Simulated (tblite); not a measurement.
# Run report: C6H6NO, frequency calculation

C6H6NO, multiplicity 2, computed with GFN2-xTB harmonic vibrations, gas phase (tblite 0.8.0).

It belongs to a series of runs on one base structure; here: H removed from aryl C.

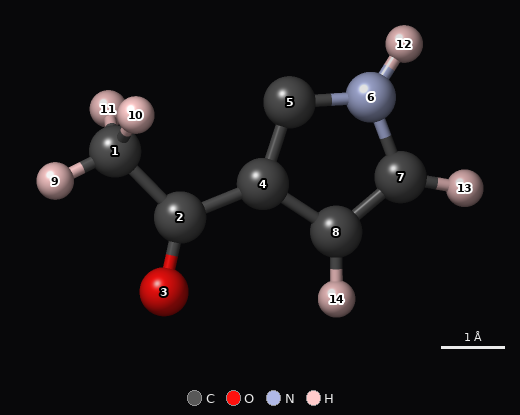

*The input geometry (ball-and-stick view, seen at a tilt; atoms are numbered from 1 in the order of the input).*

### Results in brief

```csv
quantity,value
outcome,converged
total energy,−619.6139 eV
zero-point energy,65.1830 kcal/mol
hardware,"1 CPU thread, shared host"
peak memory,0.18 GiB
```

### Input
```
{"job": {"kind": "ir", "xc": "GFN2-xTB", "basis": "xTB"}, "charge": 0, "multiplicity": 2}
C     -2.300413     0.643948     0.017256
C     -1.377396    -0.555877     0.041351
O     -1.791656    -1.693759     0.086314
C      0.038122    -0.220071     0.005519
C      0.638937     1.008669    -0.046731
N      1.970267     0.898634    -0.067158
C      2.293630    -0.436835    -0.027981
C      1.133004    -1.148393     0.018303
H     -3.335874     0.316272     0.046845
H     -2.090061     1.280480     0.873612
H     -2.122017     1.219903    -0.887801
H      2.626649     1.661176    -0.105624
H      3.314571    -0.763597    -0.034064
H      1.001559    -2.211025     0.057993
```

The first line tells a small driver script what to run in tblite; the rest is the geometry in Å.

Launched with:
```bash
OMP_NUM_THREADS=1 python <driver script> task.json out
```

### Log
```
mode    cm-1     km/mol
  1      41.2      2.62
  2      89.1      0.72
  3     157.5      2.90
  4     168.9      0.62
  5     360.1      1.95
  6     360.4      1.28
  7     497.1      2.37
  8     535.8     10.91
  9     586.3     65.37
 10     608.7      2.61
 11     608.9      6.99
 12     763.7      7.43
 13     804.2     17.62
 14     830.5      4.45
 15     899.7     10.28
 16     979.1     15.01
 17     988.5     21.65
 18    1044.4      6.18
 19    1083.3      6.44
 20    1128.2     45.22
 21    1149.9     26.58
 22    1278.1     63.31
 23    1308.3      6.14
 24    1360.8     23.40
 25    1379.7     35.29
 26    1452.2      7.03
 27    1457.2      8.96
 28    1476.3    142.70
 29    1541.5    144.81
 30    1728.5    387.10
 31    3030.8     14.08
 32    3035.2      4.78
 33    3058.3     12.47
 34    3159.1     11.58
 35    3175.8      7.68
 36    3468.8     23.41
```

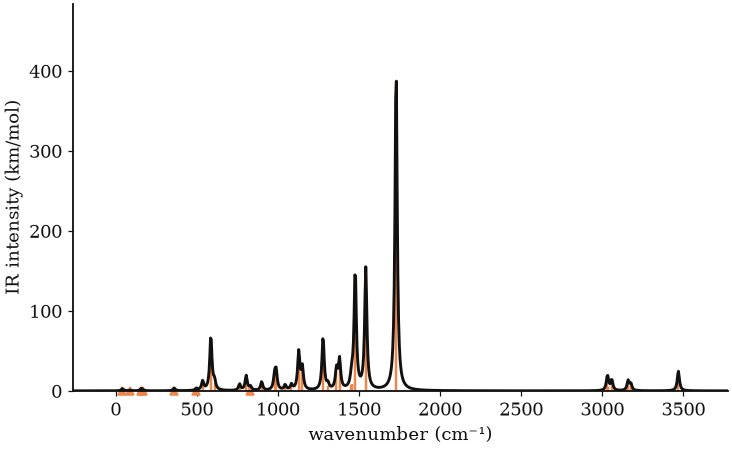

*Harmonic infrared spectrum, unscaled: sticks (degenerate modes added up, dark ones marked on the axis) with a Lorentzian envelope of 16 cm⁻¹ full width, scaled to the tallest stick.*

36 modes from 41 to 3469 cm⁻¹, none imaginary. The strongest line is at 1728 cm⁻¹ (387 km/mol).
